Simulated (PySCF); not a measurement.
**C2H11BN2Si: geometry, electronic excitations**

What electronic excitations should C2H11BN2Si (`CB(C)N[SiH2]N`) show?

Computed with PySCF 2.14.0, with density-fitted response routines of our own, on a single molecule in the gas phase. Atoms are numbered from 0 throughout.

## 1. The starting structure

17 atoms, charge 0, multiplicity 1; geometry from: GFN2-xTB.

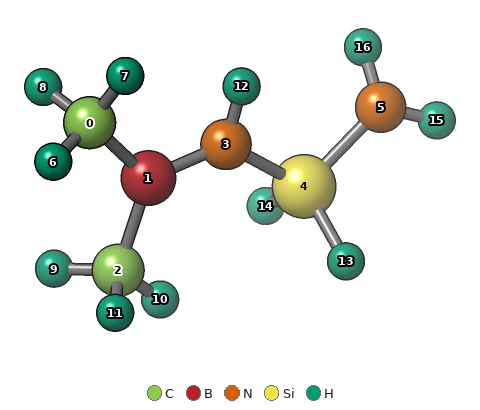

As it starts; carbon green, boron red, nitrogen orange, silicon yellow, hydrogen teal, atoms numbered.

## 2. Geometry optimisation at PBE0-D3(BJ)/def2-SVP

The job: settings as JSON, then the geometry in Å.

```
{"job": {"xc": "PBE0", "basis": "def2-SVP", "d3": "d3bj", "grid": 1, "kind": "geom"}, "charge": 0, "multiplicity": 1}
C     -1.712130     1.687067     0.456080
B     -0.945524     0.328157     0.142427
C     -1.771509    -1.004040    -0.095489
N      0.451834     0.327008     0.065421
Si     1.587110    -0.949815    -0.259219
N      3.110726    -0.150330    -0.113931
H     -2.632675     1.528355     1.013224
H     -1.107261     2.402121     1.011554
H     -1.995310     2.175188    -0.476636
H     -2.541778    -0.864722    -0.852277
H     -1.152889    -1.844450    -0.398220
H     -2.291444    -1.292975     0.817183
H      0.900716     1.209263     0.269997
H      1.585502    -1.979061     0.781161
H      1.297656    -1.524503    -1.583651
H      3.938920    -0.721291    -0.134088
H      3.271060     0.686058    -0.653447
```

**Question.** This job is followed by: TDDFT PBE0/aug-cc-pVDZ, vertical, gas phase, core orbitals frozen in the response; TDDFT PBE0/6-31+G*, vertical, gas phase, core orbitals frozen in the response. What will the session give for the following? point group; rotational constants (main isotopes); lowest singlet (PBE0/aug-cc-pVDZ); brightest single state of those computed; lowest triplet; range of the lowest singlet.

The runs gave:

| quantity | value |
| --- | --- |
| point group | C1 |
| rotational constants (main isotopes) | 5.51, 1.35, 1.14 GHz |
| lowest singlet (PBE0/aug-cc-pVDZ) | 6.01 eV (206 nm), f = 0.032 |
| brightest single state of those computed | state 6, 7.07 eV, f = 0.059 |
| lowest triplet | 5.73 eV |
| range of the lowest singlet | 6.01 to 6.14 eV |

**Reading.** Over 16 steps the energy fell by 0.138 eV; of the close pairs, Si4–H13 changed most, 1.463 to 1.496 Å. The first singlet state (HOMO→LUMO 0.89) lies at 6.01 eV and is weak; of the 10 states computed, the strongest absorption comes from state 6 at 7.07 eV. The lowest triplet lies 0.28 eV below the lowest singlet (triplets in Tamm-Dancoff, singlets in full TDDFT). The lowest singlet runs from 6.01 eV (PBE0/aug-cc-pVDZ) to 6.14 eV (PBE0/6-31+G*), while the orbital gap spans 7.23 to 7.42 eV. The lowest state need not be the same one in every run.
